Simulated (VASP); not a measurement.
Band structure of WP (relaxed from the CsCl type structure, space group Pm-3m). Method: r2SCAN meta-GGA, VASP's PBE PAW potentials (set 64) (plane waves; VASP).

Unless said otherwise, spin-orbit coupling is left out, though it shifts the bands of the heavy elements here.

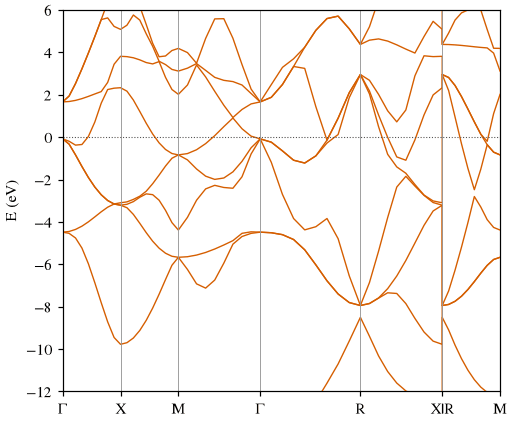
Figure. Bands along high-symmetry lines, zero at the valence-band maximum or, without a gap, the Fermi level

Task: Read the plot: is there a gap, and where are the band edges?

Result: It has no gap at this level: it comes out as a metal or semimetal.

The structure was generated: WP was put into the CsCl type type (Pm-3m), which need not be its known phase. It was relaxed first, which changed the volume by -37 %. The electron count is odd and the run is not spin-polarised, which forces a metal.
